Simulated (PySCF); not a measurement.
C5H3FOP2 (SMILES O=Cc1pcpcc1F)

Input

```
{"job": {"kind": "nmr", "xc": "PBE0", "basis": "pcSseg-1"}, "charge": 0, "multiplicity": 1}
O     -2.460558    -1.901866    -0.472190
C     -2.089944    -0.794732    -0.168987
C     -0.656121    -0.410076    -0.087945
P      0.476210    -1.719164    -0.380358
C      2.010708    -0.954041    -0.217493
P      2.469147     0.678104     0.138010
C      0.945156     1.471661     0.318613
C     -0.322561     0.916092     0.204060
F     -1.339937     1.762866     0.394955
H     -2.818977     0.010861     0.075301
H      2.860532    -1.633072    -0.369182
H      0.967076     2.541402     0.551108
```

Run with:

```sh
OMP_NUM_THREADS=1 python probes_run.py task.json out
```

Geometry: PBE0-D3(BJ)/def2-SVP.

Theory: PySCF 2.14.0, PBE0/pcSseg-1, SCF density, gas phase, non-relativistic.

Question: What can the converged electron density and electron localisation function tell about the bonding?

Answer: C–O (1.21 Å): ρ at the midpoint is about 3.3 e/Å³; the ELF peaks at about 0.85 between the atoms (a multiple bond).
C–F (1.34 Å): the density is about 2.3 e/Å³ at the midpoint; the ELF peaks at about 0.85 between the atoms, as expected for a polar covalent bond.
C–C (1.39 Å): ρ at the midpoint is about 2.1 e/Å³; the ELF peaks at about 0.95 between the atoms: a covalent bond.
C–P (1.72 Å): ρ is about 1.3 e/Å³ halfway; the ELF peaks at about 0.95 between the atoms (a covalent bond).

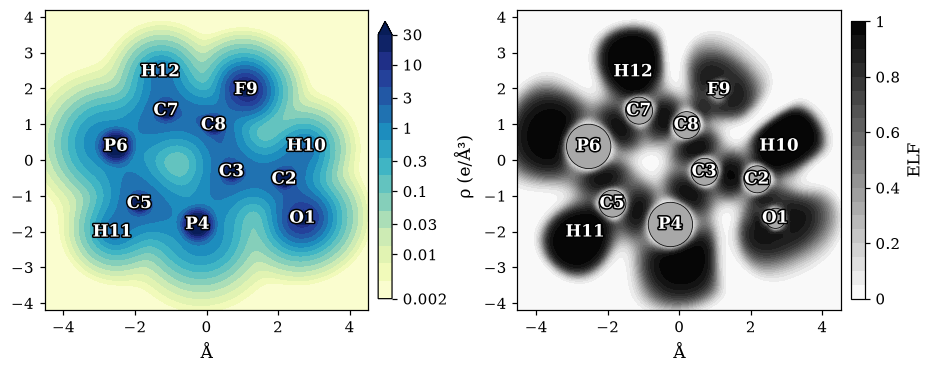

Computed electron density and electron localisation function on the molecular plane, in this order. Grey discs cover the atomic cores in the ELF map. 
